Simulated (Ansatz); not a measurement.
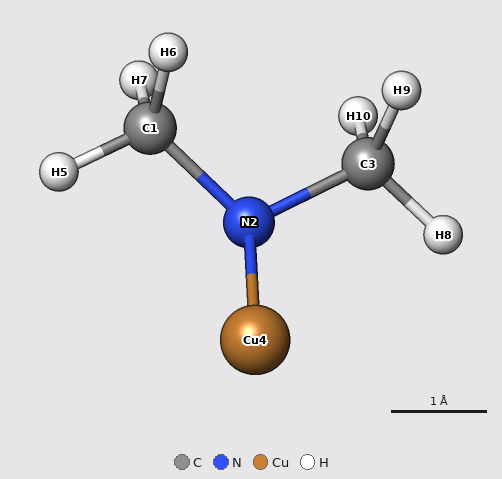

**Figure 1.** The structure as given in the input (ball-and-stick view, seen at a tilt; atoms are numbered from 1 in the order of the input). Sticks mark near contacts.

# Two runs on C2H6CuN

System: C2H6CuN.
Method of the first run: RKS SPW92/def2-TZVPP (Ansatz 0.2.0).

The geometry comes from this level: PBE0-D4/def2-TZVP. Text and figures count atoms from 1; the logs count them from 0 in places.

Input file, the first run:
```yaml
crystal:
  periodic: [false, false, false]
  atoms:
    - {symbol: C, position_ang: [-0.202962, 1.019330, -0.586969]}
    - {symbol: N, position_ang: [-0.357381, -0.400304, -0.391549]}
    - {symbol: C, position_ang: [0.575026, -0.876560, 0.599001]}
    - {symbol: Cu, position_ang: [-2.084209, -1.008787, -0.231486]}
    - {symbol: H, position_ang: [-0.888398, 1.386814, -1.354669]}
    - {symbol: H, position_ang: [-0.351421, 1.630651, 0.321185]}
    - {symbol: H, position_ang: [0.822682, 1.229500, -0.936137]}
    - {symbol: H, position_ang: [0.483652, -1.956773, 0.736917]}
    - {symbol: H, position_ang: [0.481377, -0.398779, 1.590692]}
    - {symbol: H, position_ang: [1.604730, -0.676293, 0.256014]}
basis:
  gaussian: {orbitals: def2-TZVPP}
hamiltonian: {xc: lda}
output: {orbitals: {seedname: orbitals}}
```

Hardware: 4 CPU threads, shared host.

Output (the first run):
```
Functional definition: SPW92
  exchange = slater_x
  correlation = pw_c
1374 factors; their error is unknown
mean field evaluation 1: about -48175.4058 eV, gradient 9.6e1 eV
mean field evaluation 2: about -47953.9589 eV, gradient 3.4e2 eV
mean field evaluation 4: about -48189.5499 eV, gradient 7.9e1 eV
mean field evaluation 8: about -48195.4118 eV, gradient 7.0e-1 eV
mean field evaluation 16: about -48195.3614 eV, gradient 2.6e-3 eV
mean field -48195.36138163 eV, -1771.1468627858 hartree, gradient 2.3e-5 eV, S^2 0.000000; 1 other end points of the search recorded, 0 dependent functions left out
reference -48195.36142850 eV, -1771.1468645082 hartree; 27, 27 occupied and 214, 214 virtual orbitals, 1374 factors
Total energy: -48195.36142850 eV, -1771.1468645082 hartree
```

For the second run the input was changed thus:
```diff
-hamiltonian: {xc: lda}
+hamiltonian: {xc: {name: r2SCAN0}, dispersion: d4}
```

What does this change do to the results?

The total energies belong to different models, so their difference says nothing on which is more stable or more accurate. The HOMO goes from −4.31 to −5.18 eV. The LUMO goes from −3.29 to −2.05 eV.

Output (the second run):
```
Functional definition: r2SCAN0
  parameter a = 0.25
  parameter k0 = 0.174
  parameter k1 = 0.065
  parameter a1 = 4.9479
  exchange = (1 - a)*r2scan_x(k0 = k0, k1 = k1, a1 = a1) + a*exact_x
  correlation = r2scan_c
1472 factors; their error is unknown
mean field evaluation 1: about -48286.3619 eV, gradient 8.6e1 eV
mean field evaluation 2: about -48205.5438 eV, gradient 2.7e2 eV
mean field evaluation 4: about -48297.8225 eV, gradient 2.3e1 eV
mean field evaluation 8: about -48298.5449 eV, gradient 2.1e-1 eV
mean field evaluation 16: about -48298.5780 eV, gradient 1.6e-3 eV
mean field -48298.57801790 eV, -1774.9400042060 hartree, gradient 2.9e-5 eV, S^2 0.000000; 0 other end points of the search recorded, 0 dependent functions left out
reference -48298.57803018 eV, -1774.9400046570 hartree; 27, 27 occupied and 214, 214 virtual orbitals, 1472 factors
Total energy: -48298.63173358 eV, -1774.9419782205 hartree
```

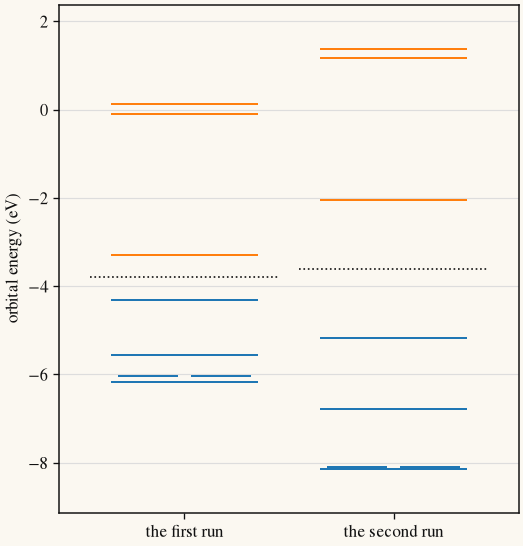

**Figure 2.** The five highest filled and three lowest empty orbital energies of the two runs; the dotted lines part filled from empty levels. The HOMO–LUMO gap is 1.02 eV in the first run and 3.13 eV in the second run.

The two runs side by side:

| quantity | the first run | the second run |
| --- | --- | --- |
| outcome | converged | converged |
| total energy (hartree) | −1771.146865 | −1774.941978 |
| HOMO (eV) | −4.31 | −5.18 |
| LUMO (eV) | −3.29 | −2.05 |
| basis functions | 241 | 241 |
| wall time (shared host) | 1.7 s | 4.2 s |
